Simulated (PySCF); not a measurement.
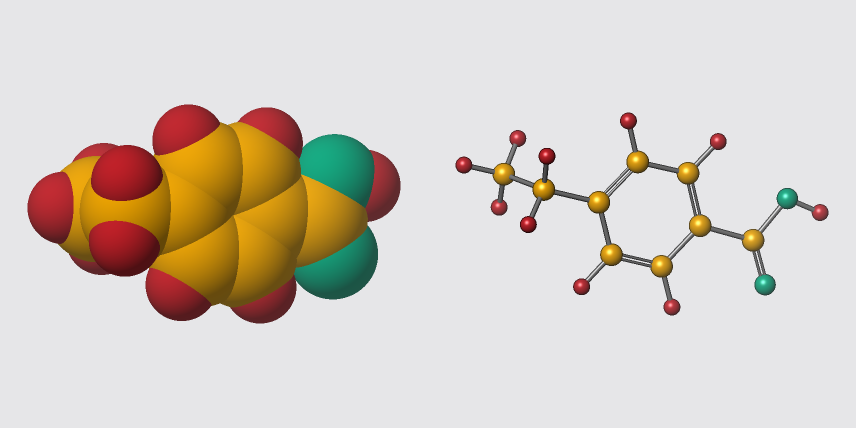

The same structure drawn twice, from different directions. Colours: carbon orange, oxygen teal, hydrogen red.

The computed structure is the end point of a PBE0-D3(BJ)/def2-SVP optimisation. No frequency run is at hand to confirm it as a minimum.

Description:

Formula C₉H₁₀O₂. Its SMILES string is `CCc1ccc(C(=O)O)cc1`. Independent rings (smallest set): 1 of 6 members, 1 of them aromatic. Among its groups: carboxylic acid. Coordination: 2 C tetrahedral; 7 C trigonal planar; 1 O bent.

The parts below concern this one geometry. Atoms keep their numbers from picture to picture.

**Geometry**

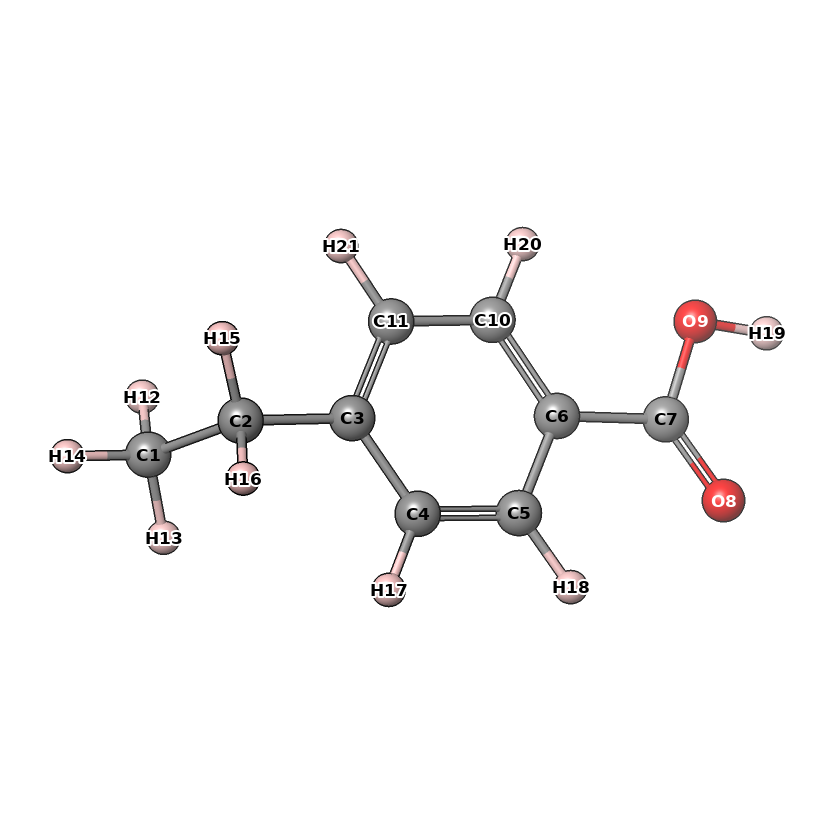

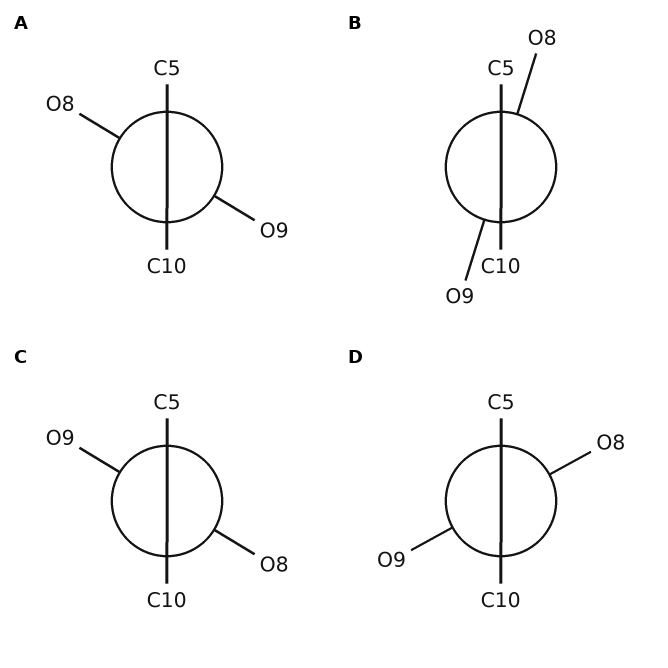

Atoms fade into the background with distance from the viewer. Bonds that would overlap in a projection are set slightly apart. No frequency run is at hand to confirm it as a minimum.

Question: Which Newman projection shows the view along C6–C7, with C6 in front?

Answer: B. The torsion angle C5–C6–C7–O9 is −179°, antiperiplanar (anti).

**NMR shielding**

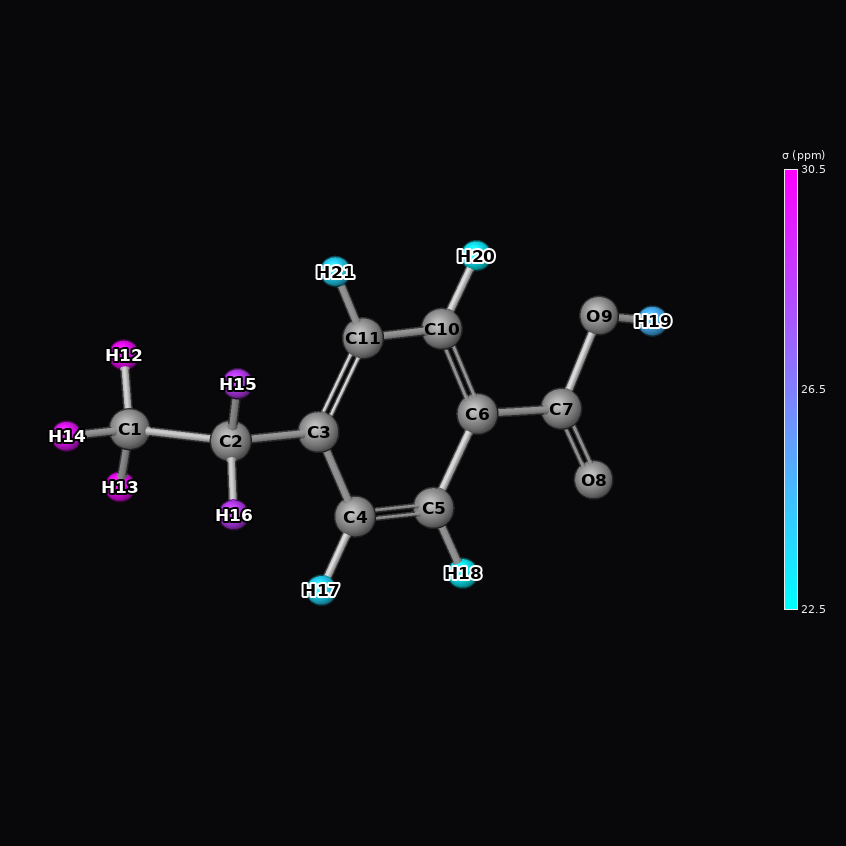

Atoms are coloured by their isotropic NMR shieldings (H only, the others grey). No frequency run is at hand to confirm it as a minimum. Level of theory: GIAO PBE0/pcSseg-1 NMR shielding, non-relativistic, IEF-PCM chloroform (PySCF 2.14.0).

Give the isotropic NMR shieldings of the H atoms atom by atom.

```csv
atom,σ (ppm)
H12,30.17
H13,30.16
H14,29.82
H15,28.63
H16,28.61
H17,23.62
H18,22.86
H19,24.77
H20,22.97
H21,23.68
```

**Electronic properties**

No frequency run is at hand to confirm it as a minimum. Properties computed with PBE0/pcSseg-1 in benzene (IEF-PCM) (PySCF 2.14.0).

Predict the main results.

- dipole moment: 2.83 D
- HOMO energy (Kohn–Sham orbital): −7.38 eV
- LUMO energy (Kohn–Sham orbital): −1.39 eV
- HOMO–LUMO gap: 5.99 eV

**Ring current**

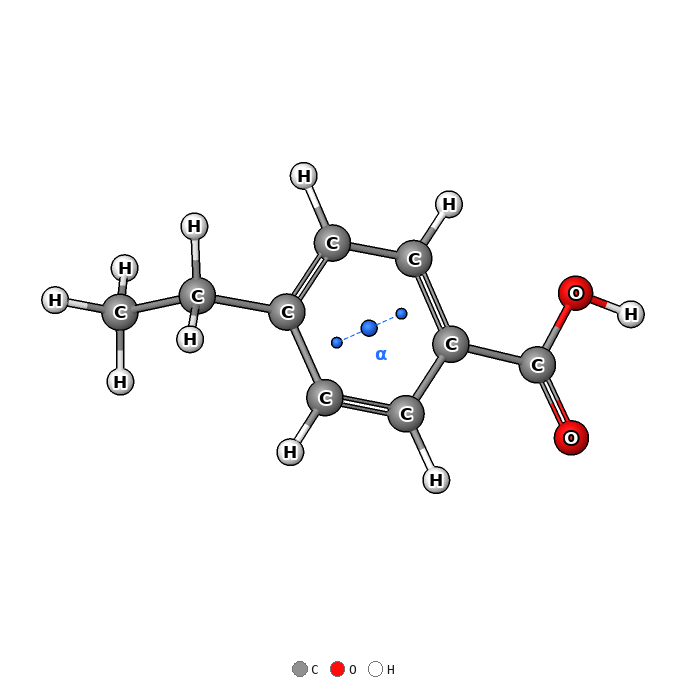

The small points mark where nucleus-independent chemical shifts (NICS) were computed: at the centre of each lettered ring and 1 Å above and below it. No frequency run is at hand to confirm it as a minimum. Properties computed with GIAO PBE0/pcSseg-1 NMR shielding, non-relativistic, IEF-PCM benzene (PySCF 2.14.0).

Give NICS(0), NICS(1) and the out-of-plane component NICS(1)zz for each ring (means of the two sides).

```tsv
ring	members	NICS(0)	NICS(1)	NICS(1)zz
α	C6	−8.3	−11.1	−26.8
```

Values in ppm.

Question: What do the values say about the ring currents?

Answer: Ring α: diatropic, as in an aromatic ring. NICS is one index among several.
